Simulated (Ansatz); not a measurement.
# Calculations on CH$_{3}$BF

Part 1: Relaxation

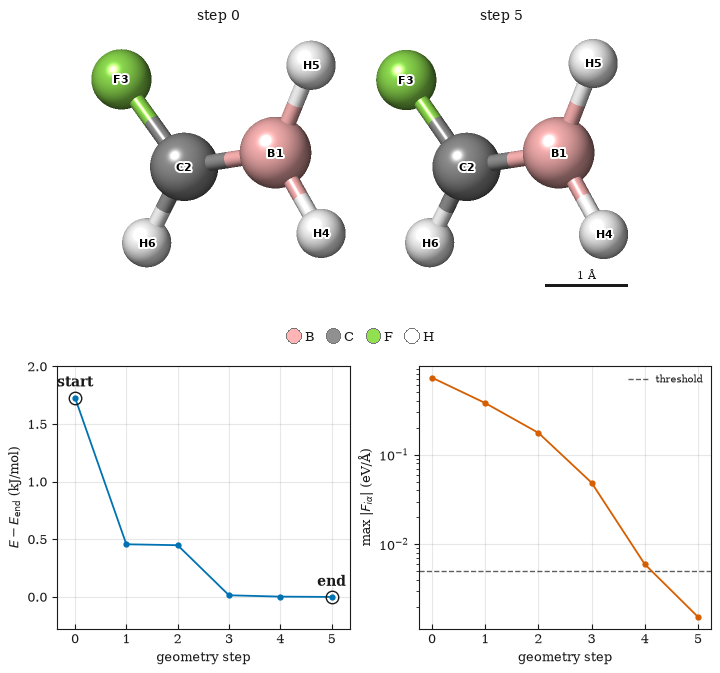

First and last geometry of a relaxation of CH3BF (charge −1), with the history of the run. Style: ball-and-stick. Shown from a free direction.

Computed with RKS PBE0-D4/def2-TZVPD in Ansatz.

Input
```yaml
crystal:
  periodic: [false, false, false]
  atoms:
    - {symbol: B, position_ang: [-0.437140, -0.018170, -0.621000]}
    - {symbol: C, position_ang: [0.382390, -0.064480, 0.547260]}
    - {symbol: F, position_ang: [0.916730, 1.087000, 1.232710]}
    - {symbol: H, position_ang: [-0.820810, -1.063880, -1.096580]}
    - {symbol: H, position_ang: [-0.783430, 0.996090, -1.167280]}
    - {symbol: H, position_ang: [0.742260, -0.936560, 1.104890]}
basis:
  gaussian: {orbitals: def2-TZVPD}
total_charge: -1
hamiltonian: {xc: pbe0, dispersion: d4}
relax: {f_tol: 0.005, max_steps: 200}
```

### What do the curves and the structures tell?

It converged. The largest move after the best rigid fit is that of F3, 0.030 Å. Largest moves by element: F 0.030 Å, H 0.025 Å, C 0.009 Å, B 0.002 Å. Among the contacts that change: C2–F3 1.443 → 1.412 Å, B1–H5 1.203 → 1.216 Å, B1–C2 1.428 → 1.437 Å, B1–H4 1.211 → 1.218 Å. After 5 geometry steps the energy has fallen by 1.73 kJ/mol. The largest force component goes from 0.73 to 0.0015 eV/Å.

Part 2: A change

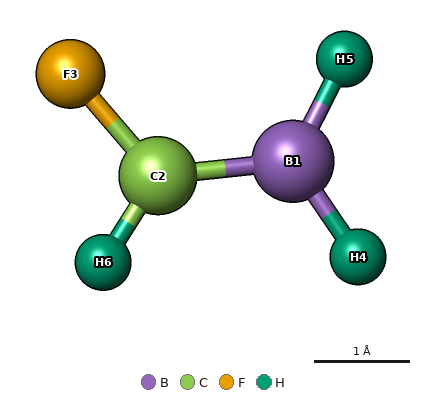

This is CH₃BF (charge −1). The picture is a ball-and-stick view, seen face on.

Theory: RKS r2SCAN-D4/def2-TZVPPD (Ansatz 0.2.0). 

Now this is done to it. All atoms are moved at random (σ = 0.02 Å) from the PBE0-D4/def2-TZVP minimum.

Question: Predict the response.

Answer: Energy change: +2.51 kJ/mol. The largest force is 0.85 eV/Å, on B1. The forces point partly back along the displacements (cosine −0.62). At other levels of theory the same distortion costs 1.40 kJ/mol (RKS PBE-D4/def2-TZVPPD), 2.69 kJ/mol (RKS PBE0-D4/def2-TZVPPD), 2.70 kJ/mol (RKS wB97M-V/def2-TZVPPD), 1.93 kJ/mol (RHF-CCSD(T), frozen core/def2-TZVPPD). Near-neighbour distances before and after: B1–H5 1.216 → 1.238 Å, B1–H4 1.218 → 1.206 Å, B1–C2 1.437 → 1.448 Å, C2–H6 1.091 → 1.101 Å. Among the angles between lasting bonds that change: C2–B1–H4 117.7° → 121.8°, H4–B1–H5 119.0° → 116.4°.

Part 3: Distortion

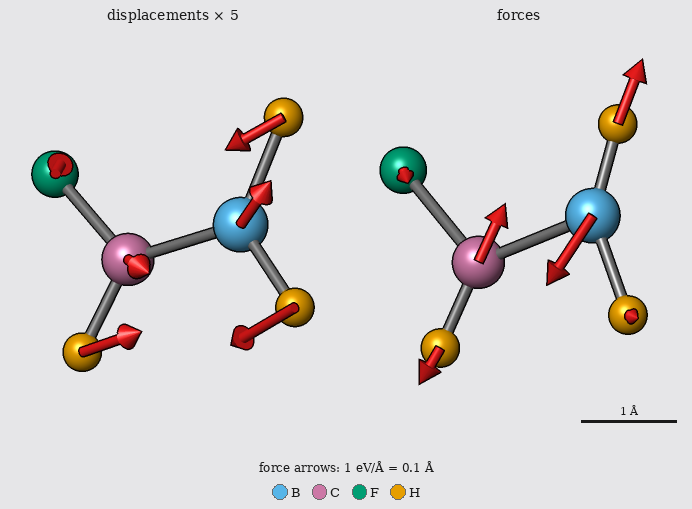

Left: CH₃BF (charge −1), with red arrows for the displacements applied to it. Right: the displaced structure with the computed forces. The picture is a ball-and-stick view, seen at a tilt.

Theory: Ansatz, RKS r2SCAN-D4/def2-TZVPPD. 

How do the forces relate to the distortion?

All atoms are moved at random (σ = 0.12 Å) from the PBE0-D4/def2-TZVP minimum. It costs 32.5 kcal/mol. The largest force is 9 eV/Å, on the B atom. The forces point partly back along the displacements (cosine −0.54). At other levels of theory the same distortion costs 32.4 kcal/mol (RKS PBE-D4/def2-TZVPPD), 34.2 kcal/mol (RKS PBE0-D4/def2-TZVPPD), 32.6 kcal/mol (RKS wB97M-V/def2-TZVPPD), 32.8 kcal/mol (RHF-CCSD(T), frozen core/def2-TZVPPD). Near-neighbour distances before and after: B–H 1.217 → 1.004 to 1.172 Å, C–F 1.412 → 1.562 Å, C–H 1.091 → 0.987 Å, B–C 1.437 → 1.491 Å. Bond angles that change, for instance: H–B–H 119.0° → 143.9°, C–B–H 117.7° → 96.7°.
